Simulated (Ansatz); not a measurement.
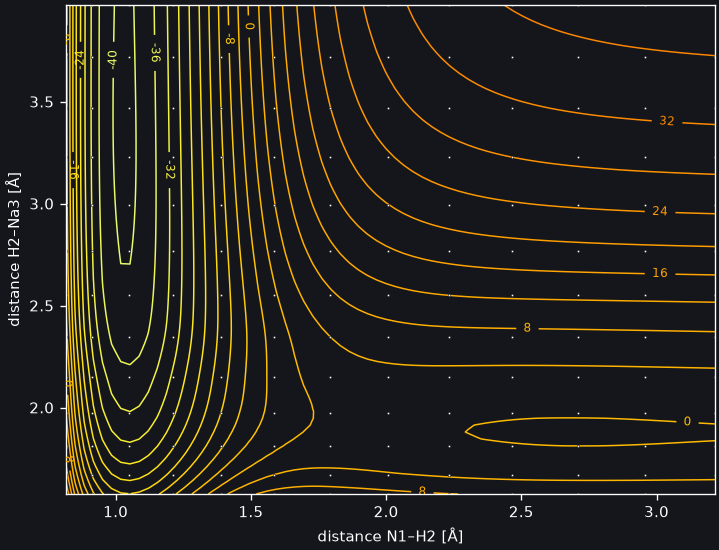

Energy landscape of the system N + HNa, spin multiplicity 4. 
- Coordinates scanned: (1) distance N1–H2; (2) distance H2–Na3.
- Nothing is relaxed (the angle N1–H2–Na3 is fixed at 180 degrees).
- Grid: 13 × 13 points.
- All energies are given in kcal/mol relative to N far from the relaxed HNa (each part in its own basis).
- In part of the range the unrestricted reference is strongly spin-contaminated.
- Method: UKS BHLYP-D4/aug-cc-pVTZ in Ansatz 0.2.0.

The picture shows contour lines labelled in kcal/mol, dots at the grid points. Between grid points the surface is interpolated. 

Describe this landscape.

The lowest grid point is at distance N1–H2 = 1.050 Å, distance H2–Na3 = 3.227 Å, −41 kcal/mol from N far from the relaxed HNa (each part in its own basis). Other grid points that lie below all their neighbours: distance N1–H2 = 2.710 Å, distance H2–Na3 = 1.810 Å (41 kcal/mol higher). The highest grid point, distance N1–H2 = 3.216 Å, distance H2–Na3 = 3.976 Å, lies 79 kcal/mol above the lowest. On the interpolated surface the lowest path from the side where the first distance is long, about distance N1–H2 = 2.98 Å, distance H2–Na3 = 1.88 Å, to the side where the second distance is long, about distance N1–H2 = 1.02 Å, distance H2–Na3 = 3.74 Å, has its top at about distance N1–H2 = 1.90 Å, distance H2–Na3 = 1.92 Å, about 0.91 kcal/mol above the start and 41 kcal/mol above the end.

Time for the 169 points that were run: 18 min on 1 thread of Arm Neoverse V1, with other jobs on the host.
